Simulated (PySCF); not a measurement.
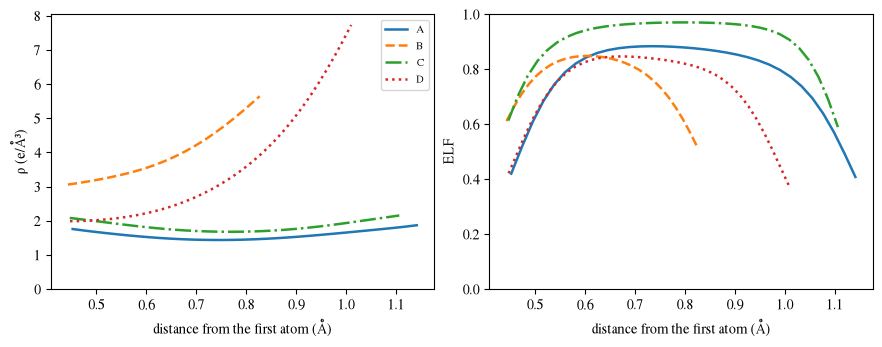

Figure 1: C3ClF5O (Perfluoropropionyl Chloride). Electron density and electron localisation function along straight lines between neighbouring atoms. The curves leave out the atomic cores.

Geometry: GFN2-xTB.

These are results of PBE0/pcSseg-1, SCF density, gas phase, non-relativistic in PySCF, not measurements.

```xyz
10

O     1.6906   -0.8812    1.2824
C     1.3864   -0.2354    0.3416
Cl    2.3085    1.0749   -0.2923
C     0.0708   -0.4495   -0.4551
F    -0.2779   -1.7487   -0.4209
F     0.2004   -0.1067   -1.7492
C    -1.0851    0.3918    0.1718
F    -1.2717    0.0568    1.4442
F    -2.2257    0.2125   -0.4776
F    -0.7872    1.6903    0.1325
```

> Which curve belongs to which contact (C–C, C–Cl, C–F and C–O)? The first atom named is at distance zero.

Curve A: C–Cl (1.72 Å): the density is about 1.5 e/Å³ at the midpoint; the ELF peaks at about 0.90 between the atoms, as expected for a covalent bond. Curve B: C–O (1.18 Å): ρ at the midpoint is about 3.5 e/Å³; the ELF peaks at about 0.85 between the atoms: a multiple bond. Curve C: C–C (1.55 Å): ρ is about 1.7 e/Å³ halfway; the ELF peaks at about 1 between the atoms, as expected for localised, covalent bonding. Curve D: C–F (1.32 Å): ρ at the midpoint is about 2.5 e/Å³; the ELF peaks at about 0.85 between the atoms: a polar covalent bond.
